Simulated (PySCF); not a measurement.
**triplet GeF2 at 6 levels**

Aim: a comparison of 6 runs (UHF/STO-3G, U-r2SCAN/def2-TZVPP, U-revPBE/def2-TZVPP, UB2PLYP/def2-TZVPP, UCAM-B3LYP/def2-TZVPP, USCS-MP2/def2-TZVPP) of triplet GeF2. 

The results are computed with PySCF 2.14.0.

3 further runs of the same task are left out: 3 set aside as unsound or not needed.

### Step 1. The molecule

The species is GeF2 (3 atoms), meant as a triplet with charge 0. As SMILES of the parent species, `[F][Ge][F]`. The shape is that of a PBE0-D4/def2-TZVP optimisation. That shape belongs to the parent species and isn't relaxed for this state.

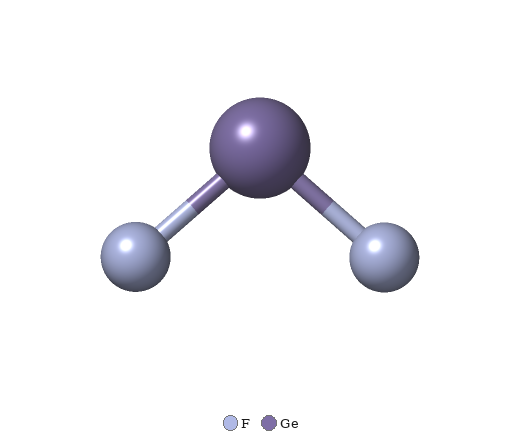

Viewed from a chosen angle; fluorine light blue, germanium purple.

### Step 2. A single-point energy at UHF/STO-3G (run 1)

Contents of mol.xyz:

```xyz
3

F     -0.675900    -1.101800    -0.497500
Ge     0.637500    -0.295200     0.320200
F      0.027600     1.332100     0.164100
```

Contents of input.py:

```python
from pyscf import gto, scf

mol = gto.Mole()
mol.atom = 'mol.xyz'
mol.basis = 'sto-3g'
mol.max_memory = 1860
mol.spin = 2
mol.verbose = 3
mol.build()

mf = scf.UHF(mol)
mf.conv_tol = 1e-10
mf.kernel()
if not mf.converged:
    mf = mf.newton().run(mf.mo_coeff, mf.mo_occ)

etot = mf.e_tot
print('Final energy', etot)
```

Command:

```console
$ OMP_NUM_THREADS=1 python input.py
```

Output:

```text
WARN: HOMO -0.249913310372611 >= LUMO -0.562550618426563

converged SCF energy = -2247.73292643167  <S^2> = 2.0171492  2S+1 = 3.0114111
Final energy -2247.732926431666
```

Wall time 0.68 s (1 thread of Arm Neoverse V1, shared host); peak memory 0.099 GiB.

### Step 3. A single-point energy at U-r2SCAN/def2-TZVPP (run 2)

mol.xyz, as its differences from that of step 2:

```diff
@@ -1,3 +1,3 @@
 3
-
+F2Ge
 F     -0.675900    -1.101800    -0.497500
```

Contents of calc.py:

```python
from pyscf import gto, dft

mol = gto.M(
    atom='mol.xyz',
    verbose=4,
    basis='def2-tzvpp',
    spin=2,
    max_memory=1860,
)

ks = dft.UKS(mol, xc='r2scan')
ks.grids.level = 5
ks.conv_tol = 1e-10
ks.kernel()
if not ks.converged:
    ks = ks.newton().run(ks.mo_coeff, ks.mo_occ)

e_tot = ks.e_tot
print('Final energy', e_tot)
```

Command:

```console
$ OMP_NUM_THREADS=1 python calc.py
```

Output:

```text
PySCF version 2.14.0

[INPUT] num. atoms = 3
[INPUT] num. electrons = 50
[INPUT] charge = 0
[INPUT] spin (= nelec alpha-beta = 2S) = 2
[INPUT] symmetry False subgroup None
[INPUT] Mole.unit = angstrom
[INPUT] Symbol           X                Y                Z      unit          X                Y                Z       unit  Magmom
[INPUT]  1 F     -0.675900000000  -1.101800000000  -0.497500000000 AA   -1.277265887594  -2.082100244046  -0.940138746971 Bohr   0.0
[INPUT]  2 Ge     0.637500000000  -0.295200000000   0.320200000000 AA    1.204700404410  -0.557847151972   0.605090305086 Bohr   0.0
[INPUT]  3 F      0.027600000000   1.332100000000   0.164100000000 AA    0.052156441038   2.517304170533   0.310104057041 Bohr   0.0

[... 50 lines left out ...]
[... the frontier-level lines of each cycle are left out ...]
[... 11 lines left out ...]
[... 11 lines left out ...]
[... 11 lines left out ...]
[... 11 lines left out ...]
[... 1 line left out ...]
cycle= 10 E= -2276.64201778328  delta_E= -4.17e-08  |g|= 9.87e-05  |ddm|= 0.000283


cycle= 11 E= -2276.6420177887  delta_E= -5.43e-09  |g|= 1.1e-05  |ddm|= 0.00012


cycle= 12 E= -2276.64201778875  delta_E= -4.64e-11  |g|= 4.81e-06  |ddm|= 1.49e-05


Extra cycle  E= -2276.64201778873  delta_E= 1.5e-11  |g|= 8.11e-06  |ddm|= 1.03e-05
converged SCF energy = -2276.64201778873  <S^2> = 2.0037486  2S+1 = 3.002498
Final energy -2276.6420177887335
```

Run time: 60 s. Hardware: 1 thread of Arm Neoverse V1, shared host; peak memory 0.63 GiB.

Runs 3 to 5 aren't shown in full; the table further down has their settings and results.

### Step 4. The energy at USCS-MP2/def2-TZVPP (run 6)

Contents of job.py:

```python
from pyscf import gto, scf, mp

mol = gto.Mole()
mol.atom = '''
F     -1.277266    -2.082100    -0.940139
Ge     1.204700    -0.557847     0.605090
F      0.052156     2.517304     0.310104
'''
mol.spin = 2
mol.unit = 'bohr'
mol.verbose = 3
mol.max_memory = 1860
mol.basis = 'def2-tzvpp'
mol.build()

mf = scf.UHF(mol)
mf.conv_tol = 1e-10
mf.kernel()
if not mf.converged:
    mf = mf.newton().run(mf.mo_coeff, mf.mo_occ)

pt = mp.MP2(mf, frozen=11).run()
e_tot = mf.e_tot + 1.2 * pt.e_corr_os + pt.e_corr_ss / 3
print('Final energy', e_tot)
```

Command:

```console
$ OMP_NUM_THREADS=1 python job.py
```

Output:

```text
WARN: HOMO -0.0197491659822475 >= LUMO -0.330279907396502

converged SCF energy = -2274.31145253324  <S^2> = 2.0061499  2S+1 = 3.0040972
E(UMP2) = -2275.01218799121  E_corr = -0.700735457965543
E(SCS-UMP2) = -2274.97732083788  E_corr = -0.665868304639463
Final energy -2274.9773208378833
```

Run time: 6.9 s. Hardware: 1 thread of Arm Neoverse V1, shared host; peak memory 0.34 GiB.

### Step 5. All runs side by side

```csv
run,level,integration grid,frozen core orbitals,energy (Eh),dipole moment (D) of the reference,HOMO energy (eV),LUMO energy (eV),wall time
1,UHF/STO-3G,–,–,-2247.732926,2.33,-4.54,2.92,0.68 s
2,U-r2SCAN/def2-TZVPP,5,–,-2276.642018,2.48,-4.66,–,60 s
3,U-revPBE/def2-TZVPP,5,–,-2276.503933,2.24,-4.22,–,26 s
4,UB2PLYP/def2-TZVPP,5,11,-2276.257391,2.97,-6.56,-5.02,31 s
5,UCAM-B3LYP/def2-TZVPP,5,–,-2276.803836,2.70,-6.69,-5.51,47 s
6,USCS-MP2/def2-TZVPP,–,11,-2274.977321,3.39,-8.71,-1.92,6.9 s
```

### Step 6. What came out

| quantity | value |
| --- | --- |
| run 6: total energy | -2274.97732 Eh |
| run 6: dipole moment (Hartree–Fock density) | 3.39 D |
| run 6: HOMO energy (Hartree–Fock orbitals) (highest over α and β) | -8.71 eV |
| run 6: LUMO energy (Hartree–Fock orbitals) (lowest over α and β) | -1.92 eV |
| run 6: correlation energy (11 core orbitals frozen) | -665.9 mEh |
| run 6: ⟨S²⟩ of the reference determinant | 2.006 |

In words: Over runs 1, 2, 3, 4, 5 the dipole moment (its size) runs from 2.24 D (U-revPBE/def2-TZVPP) to 2.97 D (UB2PLYP/def2-TZVPP). A double hybrid's value is that of its SCF part. Totals of different functionals can't be ranked against each other. In run 1 the basis is minimal, so the values are rough. All runs together took 2.9 min, the longest 60 s.
